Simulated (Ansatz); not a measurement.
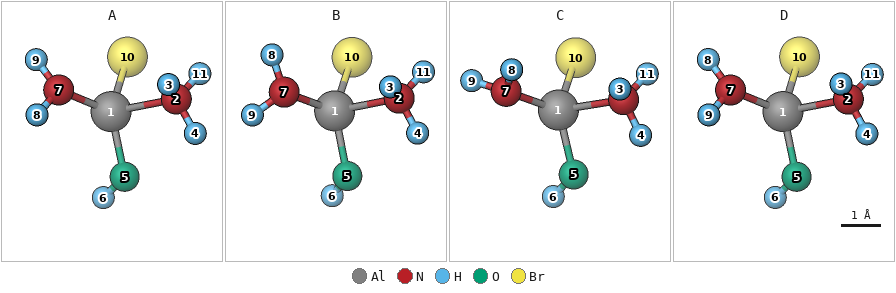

4 geometries from a converged minimum-energy path of AlN2H6OBr, shuffled. The picture is a ball-and-stick view, seen at a tilt.

Theory: RKS PBE/def2-SVP in Ansatz 0.2.0. Run with 5 movable images; climbing image; force threshold 0.05 eV/Å; iteration limit 60; starting path through a guess of the saddle point.

> One of them is the converged climbing image. Which?

C. In order along the path, whose images run from 0 to 6: D (image 0, 0.0 kJ/mol), B (image 1, +3.6 kJ/mol), C (image 3, +17.2 kJ/mol), A (image 6, 0.0 kJ/mol). No bond forms or breaks between the ends. Among the angles between lasting bonds that change up to the highest image: Al1–N2–H3 112.2° → 117.9°, Al1–N2–H4 107.9° → 102.8°.
